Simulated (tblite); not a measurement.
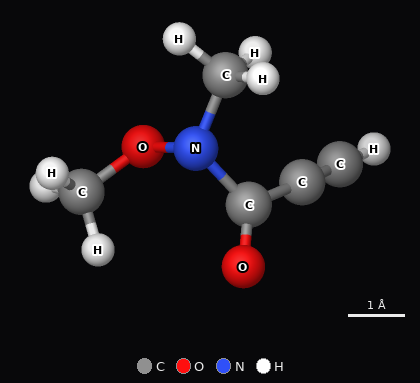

Fig. 1: The structure as given in the input (ball-and-stick view, seen at a tilt).

# Saddle-point search, with input and output: C$_{5}$H$_{7}$NO$_{2}$

System: C$_{5}$H$_{7}$NO$_{2}$.
Method: GFN2-xTB saddle search (eigenvector following) and harmonic vibrations, gas phase (tblite 0.8.0).

The program's output
```
step      E/eV     max force
  0    -685.29816   0.0451
  1    -685.29250   0.1784
  2    -685.29615   0.0585
  3    -685.29441   0.0530
  4    -685.29133   0.0878
  5    -685.28875   0.1832
  6    -685.29058   0.0562
  7    -685.28947   0.0604
  8    -685.28850   0.0627
  9    -685.28771   0.0653
 10    -685.28706   0.0781
 11    -685.28674   0.0501
 12    -685.28670   0.0348
 13    -685.28670   0.0014
lowest wavenumbers (cm-1): -81.8 58.8 108.8 132.7 164.4 179.0
```

Trajectory as extended XYZ (Å, eV, eV/Å), 12 frames, from step=0 to step=13
```
15
Properties=species:S:1:pos:R:3:forces:R:3 step=0 energy=-685.29816
C     0.2347    2.5514    1.4864    0.0220   0.0050   0.0090
C     0.4064    1.8737    0.5090    0.0140  -0.0020   0.0100
C     0.4167    1.0094   -0.6412   -0.0070   0.0010   0.0010
O     0.3118    1.3932   -1.7721   -0.0440   0.0060  -0.0080
N     0.4474   -0.4058   -0.3502    0.0000  -0.0030   0.0000
C     1.3570   -0.8195    0.6924   -0.0070   0.0050   0.0110
O    -0.9044   -0.7301    0.0245   -0.0010  -0.0030  -0.0080
C    -1.6369   -1.2116   -1.0769    0.0030  -0.0080  -0.0090
H     0.1041    3.1590    2.3340    0.0300   0.0080   0.0060
H     1.1773   -0.3217    1.6514   -0.0140   0.0080   0.0100
H     1.2448   -1.8948    0.8197    0.0000   0.0030   0.0020
H     2.3674   -0.6022    0.3491   -0.0090   0.0070   0.0080
H    -2.6285   -1.4191   -0.6784    0.0010  -0.0090  -0.0150
H    -1.7052   -0.4573   -1.8662    0.0030  -0.0110  -0.0120
H    -1.1926   -2.1244   -1.4815    0.0080  -0.0080  -0.0040
15
Properties=species:S:1:pos:R:3:forces:R:3 step=1 energy=-685.29250
C     0.2165    2.5368    1.5020    0.0190  -0.0070  -0.0160
C     0.3850    1.8791    0.5103    0.0080   0.0020  -0.0170
C     0.4411    1.0302   -0.6513   -0.0100   0.0410  -0.1080
O     0.4058    1.4250   -1.7840   -0.0260  -0.0510   0.1690
N     0.4408   -0.3907   -0.3673   -0.0160   0.0330   0.0000
C     1.3504   -0.8174    0.6711   -0.0050   0.0040   0.0040
O    -0.9149   -0.6804    0.0215   -0.0020  -0.0300  -0.0640
C    -1.6417   -1.2206   -1.0585    0.0180   0.0010  -0.0160
H     0.0836    3.1301    2.3596    0.0220   0.0010  -0.0010
H     1.1773   -0.3202    1.6319   -0.0090   0.0030   0.0050
H     1.2293   -1.8921    0.7954   -0.0010   0.0030   0.0020
H     2.3616   -0.6076    0.3255   -0.0060   0.0050   0.0070
H    -2.6370   -1.4041   -0.6569    0.0090  -0.0040  -0.0200
H    -1.7014   -0.5109   -1.8909    0.0090  -0.0440   0.0380
H    -1.1965   -2.1573   -1.4084   -0.0110   0.0440   0.0160
15
Properties=species:S:1:pos:R:3:forces:R:3 step=2 energy=-685.29615
C     0.2302    2.5444    1.4920    0.0200   0.0070   0.0090
C     0.4013    1.8762    0.5080    0.0130   0.0020   0.0130
C     0.4277    1.0180   -0.6464   -0.0100  -0.0080   0.0270
O     0.3494    1.4058   -1.7773   -0.0400   0.0150  -0.0400
N     0.4448   -0.3991   -0.3575    0.0020  -0.0070   0.0020
C     1.3526   -0.8176    0.6852   -0.0060   0.0040   0.0080
O    -0.9085   -0.7102    0.0217   -0.0030   0.0010   0.0060
C    -1.6390   -1.2156   -1.0700    0.0000  -0.0080  -0.0050
H     0.0984    3.1453    2.3442    0.0270   0.0080   0.0050
H     1.1735   -0.3194    1.6442   -0.0100   0.0040   0.0080
H     1.2367   -1.8926    0.8115   -0.0010   0.0020   0.0020
H     2.3639   -0.6034    0.3427   -0.0060   0.0070   0.0080
H    -2.6295   -1.4211   -0.6680   -0.0010  -0.0080  -0.0110
H    -1.7113   -0.4775   -1.8734    0.0040   0.0010  -0.0220
H    -1.1901   -2.1333   -1.4569    0.0110  -0.0200  -0.0100
15
Properties=species:S:1:pos:R:3:forces:R:3 step=3 energy=-685.29441
C     0.2266    2.5398    1.4978    0.0180   0.0020  -0.0010
C     0.3940    1.8787    0.5083    0.0110   0.0030   0.0000
C     0.4370    1.0262   -0.6503   -0.0100   0.0100  -0.0230
O     0.3871    1.4182   -1.7820   -0.0330  -0.0110   0.0400
N     0.4411   -0.3931   -0.3639   -0.0050   0.0080   0.0010
C     1.3482   -0.8163    0.6780   -0.0050   0.0040   0.0050
O    -0.9138   -0.6914    0.0199   -0.0040  -0.0090  -0.0160
C    -1.6413   -1.2202   -1.0637    0.0070  -0.0030  -0.0060
H     0.0958    3.1358    2.3536    0.0230   0.0050   0.0020
H     1.1693   -0.3200    1.6381   -0.0080   0.0020   0.0060
H     1.2308   -1.8914    0.8016   -0.0020   0.0020   0.0020
H     2.3599   -0.6025    0.3364   -0.0050   0.0050   0.0070
H    -2.6312   -1.4236   -0.6591    0.0000  -0.0050  -0.0120
H    -1.7163   -0.4971   -1.8813    0.0080  -0.0110  -0.0040
H    -1.1872   -2.1431   -1.4333    0.0040  -0.0030  -0.0030
15
Properties=species:S:1:pos:R:3:forces:R:3 step=4 energy=-685.29133
C     0.2124    2.5335    1.5063    0.0150   0.0010  -0.0030
C     0.3822    1.8827    0.5104    0.0090  -0.0010  -0.0130
C     0.4513    1.0389   -0.6538   -0.0130   0.0190  -0.0460
O     0.4396    1.4377   -1.7841   -0.0240  -0.0240   0.0810
N     0.4377   -0.3831   -0.3736   -0.0070   0.0170   0.0020
C     1.3461   -0.8167    0.6634   -0.0040   0.0030   0.0030
O    -0.9185   -0.6643    0.0177   -0.0020  -0.0190  -0.0340
C    -1.6433   -1.2253   -1.0522    0.0110  -0.0040  -0.0170
H     0.0771    3.1217    2.3669    0.0200   0.0030   0.0000
H     1.1745   -0.3210    1.6253   -0.0060   0.0000   0.0040
H     1.2208   -1.8913    0.7849   -0.0010   0.0040   0.0020
H     2.3581   -0.6099    0.3185   -0.0050   0.0050   0.0060
H    -2.6379   -1.4057   -0.6475    0.0090  -0.0040  -0.0200
H    -1.7056   -0.5312   -1.8967    0.0080  -0.0300   0.0250
H    -1.1946   -2.1659   -1.3856   -0.0090   0.0310   0.0100
15
Properties=species:S:1:pos:R:3:forces:R:3 step=5 energy=-685.28875
C     0.1977    2.5303    1.5123    0.0120   0.0020  -0.0020
C     0.3705    1.8863    0.5125    0.0070  -0.0080  -0.0360
C     0.4651    1.0498   -0.6555   -0.0110   0.0410  -0.1100
O     0.4929    1.4547   -1.7842   -0.0200  -0.0570   0.1730
N     0.4339   -0.3745   -0.3814   -0.0070   0.0300  -0.0050
C     1.3445   -0.8185    0.6499   -0.0020   0.0030   0.0010
O    -0.9225   -0.6433    0.0169   -0.0020  -0.0190  -0.0320
C    -1.6455   -1.2294   -1.0412    0.0100   0.0000  -0.0140
H     0.0575    3.1131    2.3758    0.0160   0.0020  -0.0010
H     1.1817   -0.3228    1.6135   -0.0040  -0.0020   0.0010
H     1.2103   -1.8922    0.7700    0.0000   0.0050   0.0020
H     2.3564   -0.6198    0.3002   -0.0060   0.0040   0.0060
H    -2.6427   -1.3959   -0.6371    0.0090  -0.0030  -0.0150
H    -1.7010   -0.5577   -1.9038    0.0060  -0.0260   0.0240
H    -1.1989   -2.1800   -1.3477   -0.0080   0.0290   0.0080
15
Properties=species:S:1:pos:R:3:forces:R:3 step=7 energy=-685.28947
C     0.2022    2.5340    1.5117    0.0110   0.0020   0.0000
C     0.3696    1.8865    0.5133    0.0080  -0.0010  -0.0090
C     0.4622    1.0488   -0.6533   -0.0070   0.0130  -0.0330
O     0.4908    1.4535   -1.7807   -0.0210  -0.0170   0.0540
N     0.4319   -0.3750   -0.3801   -0.0030   0.0100   0.0000
C     1.3431   -0.8183    0.6508   -0.0030   0.0020   0.0030
O    -0.9239   -0.6477    0.0168   -0.0020  -0.0090  -0.0150
C    -1.6457   -1.2311   -1.0430    0.0050  -0.0030  -0.0090
H     0.0665    3.1194    2.3740    0.0140   0.0030   0.0010
H     1.1762   -0.3277    1.6162   -0.0050   0.0000   0.0030
H     1.2151   -1.8932    0.7663   -0.0010   0.0020   0.0020
H     2.3544   -0.6123    0.3036   -0.0030   0.0030   0.0050
H    -2.6429   -1.3999   -0.6405    0.0040  -0.0030  -0.0110
H    -1.7015   -0.5573   -1.9032    0.0050  -0.0130   0.0080
H    -1.1980   -2.1797   -1.3520   -0.0020   0.0100   0.0010
15
Properties=species:S:1:pos:R:3:forces:R:3 step=8 energy=-685.28850
C     0.1959    2.5337    1.5151    0.0090   0.0010  -0.0010
C     0.3627    1.8891    0.5147    0.0060  -0.0010  -0.0100
C     0.4690    1.0551   -0.6534   -0.0060   0.0140  -0.0360
O     0.5206    1.4631   -1.7786   -0.0180  -0.0190   0.0570
N     0.4286   -0.3697   -0.3843   -0.0020   0.0100   0.0000
C     1.3413   -0.8192    0.6430   -0.0030   0.0020   0.0020
O    -0.9271   -0.6366    0.0160   -0.0020  -0.0090  -0.0140
C    -1.6469   -1.2345   -1.0373    0.0050  -0.0020  -0.0080
H     0.0593    3.1168    2.3789    0.0120   0.0020   0.0010
H     1.1774   -0.3312    1.6103   -0.0040   0.0000   0.0020
H     1.2107   -1.8942    0.7552   -0.0010   0.0020   0.0020
H     2.3524   -0.6145    0.2945   -0.0020   0.0030   0.0040
H    -2.6460   -1.3952   -0.6360    0.0040  -0.0030  -0.0090
H    -1.6979   -0.5740   -1.9080    0.0040  -0.0110   0.0090
H    -1.2002   -2.1887   -1.3302   -0.0020   0.0110   0.0010
15
Properties=species:S:1:pos:R:3:forces:R:3 step=9 energy=-685.28771
C     0.1896    2.5336    1.5184    0.0070   0.0010  -0.0010
C     0.3559    1.8920    0.5160    0.0050  -0.0020  -0.0110
C     0.4758    1.0615   -0.6532   -0.0050   0.0140  -0.0390
O     0.5504    1.4726   -1.7759   -0.0150  -0.0210   0.0600
N     0.4253   -0.3640   -0.3885   -0.0020   0.0100  -0.0010
C     1.3394   -0.8201    0.6350   -0.0020   0.0020   0.0010
O    -0.9302   -0.6256    0.0151   -0.0020  -0.0080  -0.0130
C    -1.6479   -1.2380   -1.0315    0.0050  -0.0010  -0.0070
H     0.0521    3.1143    2.3837    0.0090   0.0010   0.0000
H     1.1788   -0.3349    1.6043   -0.0030   0.0000   0.0010
H     1.2060   -1.8951    0.7438   -0.0010   0.0020   0.0020
H     2.3503   -0.6170    0.2852   -0.0010   0.0020   0.0040
H    -2.6488   -1.3908   -0.6317    0.0040  -0.0020  -0.0070
H    -1.6943   -0.5910   -1.9125    0.0030  -0.0100   0.0100
H    -1.2022   -2.1975   -1.3082   -0.0030   0.0120   0.0010
15
Properties=species:S:1:pos:R:3:forces:R:3 step=10 energy=-685.28706
C     0.1813    2.5331    1.5202    0.0050   0.0010  -0.0010
C     0.3479    1.8939    0.5164    0.0040  -0.0040  -0.0160
C     0.4828    1.0662   -0.6533   -0.0030   0.0180  -0.0480
O     0.5808    1.4797   -1.7734   -0.0120  -0.0250   0.0730
N     0.4229   -0.3599   -0.3922   -0.0020   0.0120  -0.0020
C     1.3387   -0.8216    0.6275   -0.0010   0.0010   0.0000
O    -0.9322   -0.6167    0.0153    0.0000  -0.0050  -0.0070
C    -1.6493   -1.2396   -1.0254    0.0020   0.0000  -0.0040
H     0.0422    3.1120    2.3865    0.0070   0.0010   0.0000
H     1.1812   -0.3386    1.5986   -0.0020   0.0000   0.0010
H     1.2029   -1.8966    0.7337    0.0000   0.0010   0.0010
H     2.3493   -0.6197    0.2761   -0.0010   0.0020   0.0030
H    -2.6513   -1.3863   -0.6263    0.0020  -0.0020  -0.0040
H    -1.6925   -0.6030   -1.9137    0.0020  -0.0040   0.0040
H    -1.2048   -2.2029   -1.2901   -0.0010   0.0050  -0.0010
15
Properties=species:S:1:pos:R:3:forces:R:3 step=11 energy=-685.28674
C     0.1712    2.5331    1.5181    0.0020   0.0000   0.0000
C     0.3365    1.8936    0.5143    0.0020  -0.0030  -0.0110
C     0.4888    1.0661   -0.6532   -0.0010   0.0120  -0.0320
O     0.6120    1.4797   -1.7704   -0.0070  -0.0160   0.0470
N     0.4214   -0.3601   -0.3935   -0.0010   0.0070  -0.0010
C     1.3403   -0.8237    0.6228    0.0000   0.0010   0.0000
O    -0.9322   -0.6150    0.0193    0.0010  -0.0020  -0.0030
C    -1.6518   -1.2376   -1.0200    0.0010   0.0000  -0.0020
H     0.0314    3.1124    2.3839    0.0030   0.0000   0.0000
H     1.1844   -0.3426    1.5951   -0.0010   0.0000   0.0000
H     1.2054   -1.8989    0.7273    0.0000   0.0010   0.0010
H     2.3500   -0.6203    0.2698    0.0000   0.0010   0.0010
H    -2.6523   -1.3872   -0.6184    0.0010  -0.0010  -0.0020
H    -1.6989   -0.6001   -1.9073    0.0010  -0.0020   0.0020
H    -1.2062   -2.1994   -1.2878    0.0000   0.0020   0.0000
15
Properties=species:S:1:pos:R:3:forces:R:3 step=13 energy=-685.28670
C     0.1659    2.5344    1.5167    0.0000   0.0000   0.0000
C     0.3288    1.8940    0.5130    0.0000   0.0000   0.0010
C     0.4926    1.0665   -0.6526   -0.0010   0.0000  -0.0010
O     0.6343    1.4801   -1.7669    0.0010   0.0000   0.0010
N     0.4194   -0.3595   -0.3941    0.0000   0.0000   0.0000
C     1.3404   -0.8251    0.6195    0.0000   0.0000   0.0000
O    -0.9331   -0.6141    0.0217    0.0000   0.0000   0.0000
C    -1.6535   -1.2373   -1.0167    0.0000   0.0000   0.0000
H     0.0268    3.1144    2.3822    0.0000   0.0000   0.0000
H     1.1849   -0.3464    1.5931    0.0000   0.0000   0.0000
H     1.2067   -1.9007    0.7216    0.0000   0.0000   0.0000
H     2.3494   -0.6196    0.2660    0.0000   0.0000   0.0000
H    -2.6526   -1.3909   -0.6133    0.0000   0.0000   0.0000
H    -1.7047   -0.5987   -1.9030    0.0000   0.0000   0.0000
H    -1.2054   -2.1971   -1.2871    0.0000   0.0000   0.0000
```

This output came from the following input.

Input file
```
{"job": {"xc": "GFN2-xTB", "basis": "xTB", "kind": "saddle"}, "charge": 0, "multiplicity": 1}
C      0.234680     2.551425     1.486415
C      0.406408     1.873740     0.508991
C      0.416662     1.009410    -0.641215
O      0.311785     1.393158    -1.772115
N      0.447403    -0.405845    -0.350150
C      1.356977    -0.819543     0.692422
O     -0.904385    -0.730133     0.024483
C     -1.636868    -1.211604    -1.076852
H      0.104140     3.158955     2.334030
H      1.177280    -0.321741     1.651392
H      1.244773    -1.894833     0.819652
H      2.367385    -0.602166     0.349070
H     -2.628452    -1.419149    -0.678407
H     -1.705205    -0.457277    -1.866180
H     -1.192583    -2.124398    -1.481534
```

The first line tells a small driver script what to run in tblite; the rest is the geometry in Å.

Run as:
```bash
OMP_NUM_THREADS=1 python <driver script> task.json out
```

Results in brief

```csv
quantity,value
outcome,converged
total energy,−685.2867 eV
point group,C1
hardware,"1 CPU thread, shared host"
wall time,3.4 s
peak memory,0.2 GiB
```
